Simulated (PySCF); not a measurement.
## Electronic structure of C5HF2N (SMILES N#C/C(F)=C1C=C\1F) in real space

```xyz
9

N     3.0964    0.5480    0.4269
C     2.1150   -0.0160    0.2448
C     0.9030   -0.7014    0.0218
F     0.9993   -2.0455   -0.1779
C    -0.2814   -0.1084   -0.0005
C    -1.1373    1.0756    0.1021
C    -1.7097   -0.0922   -0.1339
F    -2.7910   -0.7790   -0.3416
H    -1.1807    2.1248    0.2603
```

Geometry: GFN2-xTB.

These are results of PBE0/pcSseg-1, SCF density, gas phase, non-relativistic (PySCF 2.14.0), not measurements.

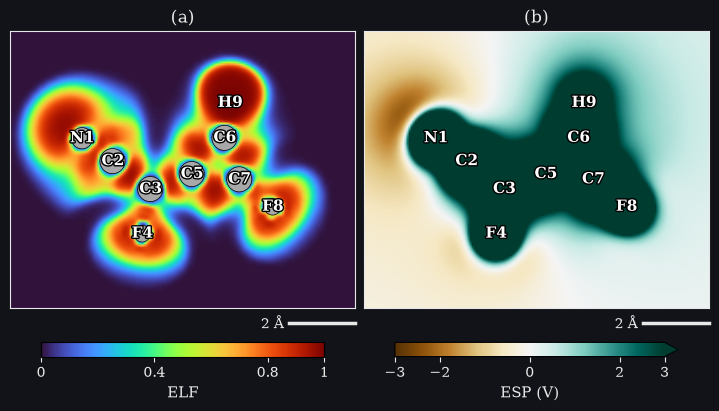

Figure 1. (a) electron localisation function; (b) molecular electrostatic potential on the molecular plane. Grey discs cover the atomic cores in the ELF map.

> Interpret the plot.

- The section cuts through N, C, F and H sites.
- C–N (1.15 Å): the ELF peaks at about 0.85 between the atoms: a short, multiple covalent bond.
- C–F (1.30 Å): the ELF peaks at about 0.85 between the atoms, as expected for a polar covalent bond.
- C–C (1.32 Å): the ELF peaks at about 0.85 between the atoms: a multiple bond.
- C–H (1.06 Å): the ELF climbs to about 1 towards the hydrogen, as it does in any bond to H: an ordinary covalent bond to hydrogen.
- C–F (1.36 Å): the ELF peaks at about 0.85 between the atoms, as expected for a polar covalent bond.
- The ELF also peaks beside F4, F8 and N1, away from the bonds: lone-pair regions.
- Outside the dense part of the molecule the potential is most negative (−2.2 V) near N1.

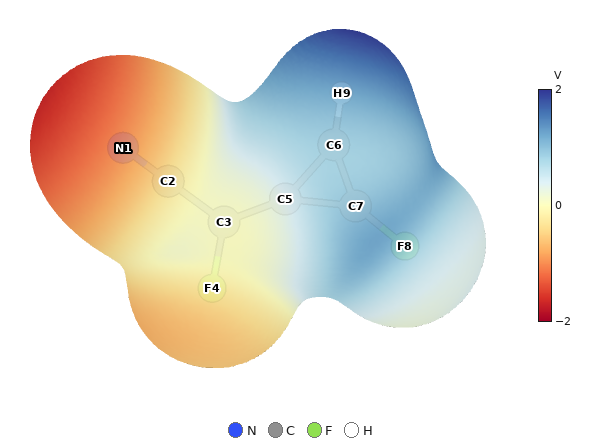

Figure 2. The molecular electrostatic potential painted on the density surface at 0.001 e/bohr³, seen across its widest extent; red is negative and blue positive.

> Describe the electrostatic potential map.

The most negative region (about −1.7 V) lies over N1, the most positive (about +1.9 V) over H9. N1 is the likeliest acceptor of a hydrogen bond.

> What dipole moment does the calculation give?

Its dipole moment is 5.32 D.
